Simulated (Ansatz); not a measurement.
Consider Ga$_{3}$As$_{2}$P.

Input file:

```
crystal:
  lattice:
    - [-2.0038100298, 2.0038100298, 8.4822676264]
    - [2.0038100298, -2.0038100298, 8.4822676264]
    - [2.0038100298, 2.0038100298, -8.4822676264]
  atoms:
    - { symbol: Ga, position: [0.8292946599, 0.8292946599, 0.0] }
    - { symbol: Ga, position: [0.5, 0.5, 0.0] }
    - { symbol: Ga, position: [0.1707053401, 0.1707053401, 0.0] }
    - { symbol: P, position: [0.75, 0.25, 0.5] }
    - { symbol: As, position: [0.4146830027, 0.9146830027, 0.5] }
    - { symbol: As, position: [0.0853169973, 0.5853169973, 0.5] }
basis:
  ecutwfc: 420
kpoints:
  mp_grid: { grid: [12, 12, 12] }
hamiltonian:
  xc: pbe
scf:
  occupations: { method: gaussian, width: 0.02 }
output:
  forces: true
  stress: true
  eigenvalues: true
  write_density: true
  write_potential: true
  elf: true
  volumetric_format: npy
relax:
  adjacent_minimum: "off"
  f_tol: 0.01
  max_steps: 80
  cell: { stress_tol: 0.05 }
```

Run with:

```sh
ansatz run input.yaml --threads 1 --pin off --max-ram 2560MiB --backend cpu --events-out ev --progress --plain --runs-dir out
```

Below, planes, directions and counts refer to the conventional cell (a = 4.00 Å, b = 4.00 Å, c = 17.01 Å, α = 90.00°, β = 90.00°, γ = 90.00°).

The fields are those of the relaxed geometry.

Space group I-4m2; a structure generated by program, which may or may not match a known phase.

The calculation used Ansatz 0.2.0, DFT PBE, scalar-relativistic, plane waves, PAW.

Predict the valence pseudo-density and electron localisation function between the atoms.

Answer. Ga–P (2.41 Å): ρ at the midpoint is about 0.5 e/Å³; the ELF peaks at about 0.90 in the valence shell of P, 0.9 Å from its nucleus, and is about 0.75 at the midpoint.
Ga–As (2.47 Å): ρ is about 0.48 e/Å³ halfway; the ELF peaks at about 0.80 between the atoms: a covalent bond.

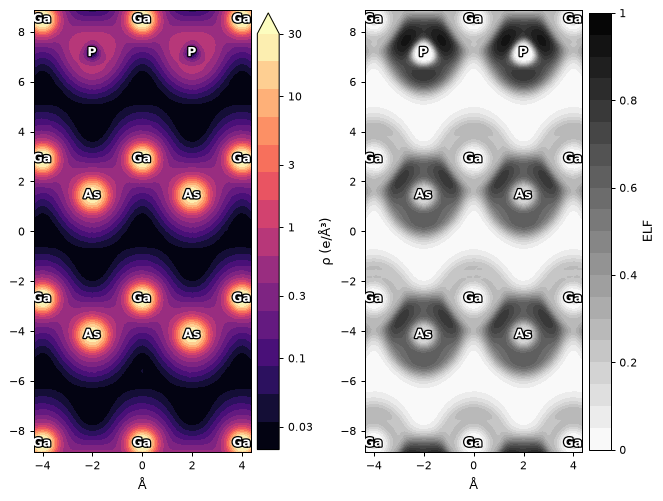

Computed valence pseudo-density and electron localisation function on the (010) plane of the conventional cell, in this order. 
